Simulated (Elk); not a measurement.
# Magnetic state of Fe from several starts, part 2 of 2

Aim: find out whether Fe carries moments, and which collinear order costs least.

Elk 11.2.3 (patched build); PBE; all-electron APW+lo, Dirac cores, scalar-relativistic bands.

So far, largest spin moment in the muffin-tin sphere (μB): step 2 (run 1 (ferro +)) 2.29.

The database entry behind the starting cell differs from later determinations by our own check (about 0.2 % short), so it need not match the best structure at ambient conditions.

**3. Start 2: antiferro q=(1/2,1/2,1/2) +-**

Reversing part of the moments tests the sign of the couplings between them.

This order needs a doubled cell of 2 atoms. Its mesh is chosen so that both cells sample the same points.

elk.in

```
tasks
  0

xctype
  20

rgkmax
  7.0

nempty
  12

swidth
  0.001837

reducebf
  0.5

epsengy
  1e-05

maxscl
  100

lmaxi
  3

spinpol
  .true.

sppath
  './'

avec
  -5.40552378497 5.40552378497 5.40552378497
  0.00000000000 0.00000000000 5.40552378497
  0.00000000000 5.40552378497 0.00000000000

atoms
  1
  'Fe.in'
  2
  0.0000000000 0.0000000000 0.0000000000   0.000000 0.000000 -0.140000
  0.5000000000 0.0000000000 0.0000000000   0.000000 0.000000 0.140000

ngridk
  8 16 16
```

Command:

```
> OMP_NUM_THREADS=2 elk
```

Numbers of over 12 decimals in the logs are rounded to 6 here.

Log:

```text
┌─────────────────────────┐
│ Elk code version 11.2.3 │
└─────────────────────────┘

All units are atomic (Hartree, Bohr, etc.)

┌─────────────────────────────────────────────────┐
│ Ground-state run starting from atomic densities │
└─────────────────────────────────────────────────┘

Lattice vectors :
  -5.405523785       5.405523785       5.405523785
   0.000000000       0.000000000       5.405523785
   0.000000000       5.405523785       0.000000000

Species : 1 (Fe)
 parameters loaded from : Fe.in
 name : iron
 nuclear charge    :   -26.00000000
 electronic charge :    26.00000000
 atomic mass :    101799.2075
 muffin-tin radius :    2.315660459
 number of radial points in muffin-tin :    993
 inner part over the whole radius :   0.9845393953E-02
 number on inner part of muffin-tin    :    699
 approximate nuclear radius :   0.7160107270E-04
 number of mesh points to nuclear radius :    332
 atomic positions (lattice), magnetic fields (Cartesian) :
  1 :   0.00000000  0.00000000  0.00000000    0.00000000  0.00000000 -0.14000000
  2 :   0.50000000  0.00000000  0.00000000    0.00000000  0.00000000  0.14000000

Total number of atoms per unit cell :    2
Total muffin-tin volume :    104.0263223
 ratio of muffin-tin to unit cell volume :   0.6586123907

Spin treatment :
 spin-polarised
 global magnetic field (Cartesian) :    0.000000000       0.000000000       0.000000000
 collinear magnetisation in z-direction

Number of Bravais lattice symmetries :   48
Number of crystal symmetries         :   96
Crystal has inversion symmetry
Real symmetric eigensolver will be used

k-point grid :      8    16    16
k-point offset :    0.000000000       0.000000000       0.000000000
k-point set is reduced with full crystal symmetry group
Total number of k-points :       85

Muffin-tin radius times maximum |G+k| :    7.000000000
 using average radius
Maximum |G+k| for APW functions       :    3.022895681
Maximum (1/2)|G+k|²                   :    4.568949148
Maximum |G| for potential and density :    12.00000000
Constant for pseudocharge density :    7
 order of it for each species :   14
 order of it for pair densities of each species (exact exchange by exxq0 0: 14) :   10
Radial integration step length :    1

G-vector grid sizes :     36    21    21
Number of G-vectors :     4625

Maximum angular momentum used for
 APW functions            :    8
 outer part of muffin-tin :    6
 inner part of muffin-tin :    3

Number of empty states         :     24
Total number of valence states :     82
Total number of core states    :     20

Third-order local-orbitals added for an l without core states : T
Total number of local-orbitals :     46

Exchange-correlation functional :     20     0     0
 Perdew-Burke-Ernzerhof, Phys. Rev. Lett. 77, 3865 (1996)
 gradient requirement :    1
 generalised gradient approximation (GGA)

Smearing type :    3
 Fermi-Dirac
Smearing width :   0.1837000000E-02
Effective electronic temperature (K) :    580.0787206

Mixing type :    3
 Broyden mixing, J. Phys. A: Math. Gen. 17, L317 (1984)

Kohn-Sham potential initialised from atomic data

┌──────────────────────────────┐
│ Self-consistent loop started │
└──────────────────────────────┘

┌─────────────────┐
│ Loop number : 1 │
└─────────────────┘

Energies :
 Fermi                       :     0.234791
 sum of occupied eigenvalues :     -1477.2755642115
 electron kinetic            :      2576.1777171230
 core electron kinetic       :      2299.5295742343
 Coulomb                     :     -5010.4735527918
 Coulomb potential           :     -3909.9940697933
 nuclear-nuclear             :     -455.11256822319
 electron-nuclear            :     -5218.9006261554
 Hartree                     :      663.53964158674
 Madelung                    :     -3055.4765178952
 xc potential                :     -143.22275288838
 xc effective B-field        :    -0.210572
 external B-field            :      0.000000
 exchange                    :     -109.10534347379
 correlation                 :     -2.417603
 electron entropic           :    -0.15881666256347E-02
 total energy                :     -2545.8203702808
 (external B-field energy excluded from total)

Density of states at Fermi energy :    140.8301995
 (states/Hartree/unit cell)

Estimated indirect band gap :   0.5784785891E-03
 from k-point 22 to k-point 59
Estimated direct band gap   :   0.1785092591E-02
 at k-point 6

Charges :
 core                        :    20.00000000
 valence                     :    32.00000000
 interstitial                :    2.280578537
 muffin-tins (core leakage)
  species : 1 (Fe)
   atom 1                    :    24.85971073     ( -0.2237496197E-06)
   atom 2                    :    24.85971073     ( -0.2237496197E-06)
 total in muffin-tins        :    49.71942146
 total calculated charge     :    52.00018532
 total charge                :    52.00000000
 error                       :   0.1853156354E-03

Moments :
 interstitial                :  -0.1321352283E-17
 muffin-tins
  species : 1 (Fe)
   atom 1                    :    2.336691292
   atom 2                    :   -2.336691292
 total in muffin-tins        :   0.8881784197E-15
 total moment                :   0.8868570674E-15

[... earlier loops left out ...]

┌──────────────────┐
│ Loop number : 21 │
└──────────────────┘

Energies :
 Fermi                       :     0.319821
 sum of occupied eigenvalues :     -1473.0719656708
 electron kinetic            :      2579.9869534951
 core electron kinetic       :      2299.5021088941
 Coulomb                     :     -5013.7357894073
 Coulomb potential           :     -3907.9189438859
 nuclear-nuclear             :     -455.11256822319
 electron-nuclear            :     -5227.6075480747
 Hartree                     :      668.98432689056
 Madelung                    :     -3059.7763174643
 xc potential                :     -145.02696988669
 xc effective B-field        :    -0.113005
 external B-field            :      0.000000
 exchange                    :     -109.39516929647
 correlation                 :     -2.421459
 electron entropic           :    -0.14770388345833E-02
 total energy                :     -2545.5669415037
 (external B-field energy excluded from total)

Density of states at Fermi energy :    128.7158663
 (states/Hartree/unit cell)

Estimated indirect band gap :   0.5784794142E-03
 from k-point 62 to k-point 35
Estimated direct band gap   :   0.4192737544E-02
 at k-point 43

Charges :
 core                        :    20.00000000
 valence                     :    32.00000000
 interstitial                :    2.112440531
 muffin-tins (core leakage)
  species : 1 (Fe)
   atom 1                    :    24.94377973     ( -0.2237494776E-06)
   atom 2                    :    24.94377973     ( -0.2237494776E-06)
 total in muffin-tins        :    49.88755947
 total calculated charge     :    52.00022132
 total charge                :    52.00000000
 error                       :   0.2213207394E-03

Moments :
 interstitial                :  -0.5552376228E-18
 muffin-tins
  species : 1 (Fe)
   atom 1                    :    1.644196332
   atom 2                    :   -1.644196332
 total in muffin-tins        :    0.000000000
 total moment                :  -0.5552376228E-18

┌──────────────────────────────┐
│ Self-consistent loop stopped │
└──────────────────────────────┘

Wrote STATE.OUT
```

Wall time 7.1 min (2 threads of Intel Xeon Platinum 8488C (Sapphire Rapids), shared host); peak memory 0.17 GiB.

Spin moment in the muffin-tin sphere by atom:

```tsv
atom	spin moment in the muffin-tin sphere (μB)
Fe1	1.64
Fe2	-1.64
```

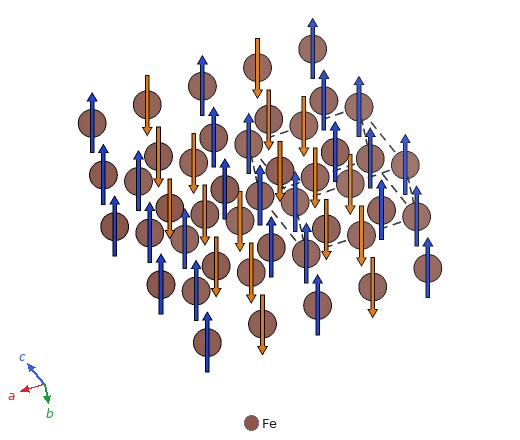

Spin moment in the muffin-tin sphere as arrows, the longest 1.64 μB. Up and down stand for the sign. Arrows give size and sign along the axis of quantisation, drawn up and down the page. The two directions have two colours. 2×2×2 cells are drawn. Some periodic images of atoms are drawn too.

Numbers from this step:

```
density of states at the Fermi level : 4.730 states/eV/cell
moment between the spheres           : 0 μB
magnetization                        : 0 μB
final state                          : antiferromagnetic
```

It lies 444 meV a seeded atom over the first start, and its largest moment is 1.64 μB against 2.29 μB.

**4. Start 3: antiferro q=(0,0,1/2) +-**

An opposed order shows whether the pairs that it reverses prefer unlike signs.

The cell is doubled to 2 atoms to hold this order. Its mesh is chosen so that both cells sample the same points.

elk.in

```
tasks
  0

xctype
  20

rgkmax
  7.0

nempty
  12

swidth
  0.001837

reducebf
  0.5

epsengy
  1e-05

maxscl
  100

lmaxi
  3

spinpol
  .true.

sppath
  './'

avec
  -2.70276189248 2.70276189248 2.70276189248
  2.70276189248 -2.70276189248 2.70276189248
  5.40552378497 5.40552378497 -5.40552378497

atoms
  1
  'Fe.in'
  2
  0.0000000000 0.0000000000 0.0000000000   0.000000 0.000000 -0.140000
  0.0000000000 0.0000000000 0.5000000000   0.000000 0.000000 0.140000

ngridk
  16 16 8
```

Command:

```
> OMP_NUM_THREADS=2 elk
```

Log:

```text
┌─────────────────────────┐
│ Elk code version 11.2.3 │
└─────────────────────────┘

All units are atomic (Hartree, Bohr, etc.)

┌─────────────────────────────────────────────────┐
│ Ground-state run starting from atomic densities │
└─────────────────────────────────────────────────┘

Lattice vectors :
  -2.702761892       2.702761892       2.702761892
   2.702761892      -2.702761892       2.702761892
   5.405523785       5.405523785      -5.405523785

Species : 1 (Fe)
 muffin-tin radius :    2.315660459
[...]
atom 2                    :    24.93679579     ( -0.2237495860E-06)
 total in muffin-tins        :    49.87359159
 total calculated charge     :    52.00038718
 total charge                :    52.00000000
 error                       :   0.3871751157E-03

Moments :
 interstitial                :   0.2117489974E-18
 muffin-tins
  species : 1 (Fe)
   atom 1                    :    2.048696123
   atom 2                    :   -2.048696123
 total in muffin-tins        :  -0.8881784197E-15
 total moment                :  -0.8879666707E-15

┌──────────────────────────────┐
│ Self-consistent loop stopped │
└──────────────────────────────┘

Wrote STATE.OUT

[key lines of the parts left out:]
total energy                :     -2545.5841978790
```

Run time: 23 min. Hardware: 2 threads; peak memory 0.23 GiB.

Spin moment in the muffin-tin sphere by atom:

```tsv
atom	spin moment in the muffin-tin sphere (μB)
Fe1	2.05
Fe2	-2.05
```

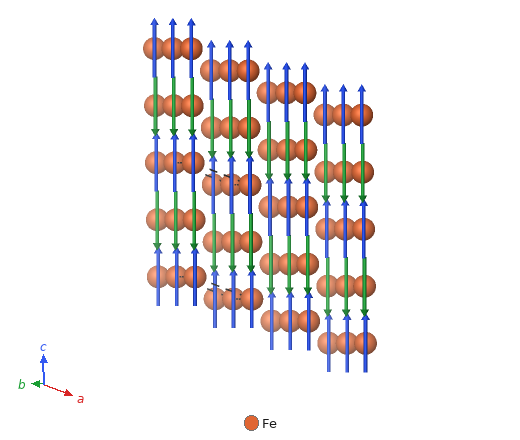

Spin moment in the muffin-tin sphere as arrows, the longest 2.05 μB. Up and down stand for the sign. Arrows give size and sign along the axis of quantisation, drawn up and down the page. The two directions have two colours. 3×2×2 cells are drawn. Some periodic images of atoms are drawn too.

Read from the output:

- density of states at the Fermi level: 3.352 states/eV/cell
- moment between the spheres: 0 μB
- magnetization: 0 μB
- final state: antiferromagnetic

It lies 210 meV a seeded atom over the first start, and its largest moment is 2.05 μB against 2.29 μB.

**5. Start 4: no spin polarisation**

This run holds no moments, which gives a state to set the others against.

elk.in

```
tasks
  0

xctype
  20

rgkmax
  7.0

nempty
  12

swidth
  0.001837

epsengy
  1e-05

maxscl
  100

lmaxi
  3

sppath
  './'

avec
  -2.70276189248 2.70276189248 2.70276189248
  2.70276189248 -2.70276189248 2.70276189248
  2.70276189248 2.70276189248 -2.70276189248

atoms
  1
  'Fe.in'
  1
  0.0000000000 0.0000000000 0.0000000000   0.000000 0.000000 0.000000

ngridk
  16 16 16
```

Command:

```
> OMP_NUM_THREADS=2 elk
```

Log:

```text
┌─────────────────────────┐
│ Elk code version 11.2.3 │
└─────────────────────────┘

All units are atomic (Hartree, Bohr, etc.)

┌─────────────────────────────────────────────────┐
│ Ground-state run starting from atomic densities │
└─────────────────────────────────────────────────┘

Lattice vectors :
  -2.702761892       2.702761892       2.702761892
   2.702761892      -2.702761892       2.702761892
   2.702761892       2.702761892      -2.702761892

Species : 1 (Fe)
 muffin-tin radius :    2.315660459
[...]
Estimated direct band gap   :   0.2045620177E-02
 at k-point 39

Charges :
 core                        :    10.00000000
 valence                     :    16.00000000
 interstitial                :    1.060093101
 muffin-tins (core leakage)
  species : 1 (Fe)
   atom 1                    :    24.93990690     ( -0.2237497245E-06)
 total in muffin-tins        :    24.93990690
 total calculated charge     :    26.00020346
 total charge                :    26.00000000
 error                       :   0.2034594992E-03

┌──────────────────────────────┐
│ Self-consistent loop stopped │
└──────────────────────────────┘

Wrote STATE.OUT

[key lines of the parts left out:]
total energy                :     -1272.7798764485
```

The job ended after 7.8 s (2 threads; peak memory 0.05 GiB).

Numbers from this step:

| Property | Result |
| --- | --- |
| density of states at the Fermi level | 3.923 states/eV/cell |
| final state | non-magnetic (no spin polarisation) |

It lies 542 meV a seeded atom over the first start.

**6. Energies of the orders**

These are free energies at a smearing of 0.05 eV, so its entropy term is in the differences. They are divided by the number of seeded atoms, so that cells of unlike size compare. Wavevectors q in the names are fractions of the reciprocal vectors of the first run's cell.

Orders:

```tsv
start	final state	typed order kept	energy over the lowest (meV a seeded atom)	largest sphere moment (μB)	net moment (μB a primitive cell)	DOS at the Fermi level (states/eV a primitive cell)	mesh matched	CPU time (s)
ferro +	ferromagnetic	yes	0	2.292	2.247	1.019	yes	241.7
antiferro q=(1/2,1/2,1/2) +-	antiferromagnetic	yes	444.4	1.644	0	2.365	yes	840.5
antiferro q=(0,0,1/2) +-	antiferromagnetic	yes	209.7	2.049	0	1.676	yes	2696
no spin polarisation	non-magnetic	-	542.3	0	0	3.923	yes	13.94
```

**7. Outcome**

```
lowest state found                 : ferromagnetic (typed ferro +)
largest site moment                : 2.29 μB
next state                         : antiferromagnetic, 210 meV a seeded atom higher
energy gained by spin polarisation : 542 meV a seeded atom
```

The lowest state found is ferromagnetic, reached from the start ferro +, with moments up to 2.29 μB. The next state costs 210 meV a seeded atom. Only 4 starts are shown; other collinear patterns, canted and longer-period orders are not.

[Logs and program files are shortened in this print: banners, set-up blocks, solver, clock and traceback lines can be left out without a mark of their own.]

[Logs are printed without paths, hosts, clocks, repeated set-up lines and the standing remarks that a program may print on its own settings, such as how far it seeks lower states.]

[Hosts, paths, dates, database ids (printed as entryN), source tags and the programs' standing remarks are cut or masked in the printed files.]

[Where a cell is said to come from a database of computed structures, the database is the Materials Project.]
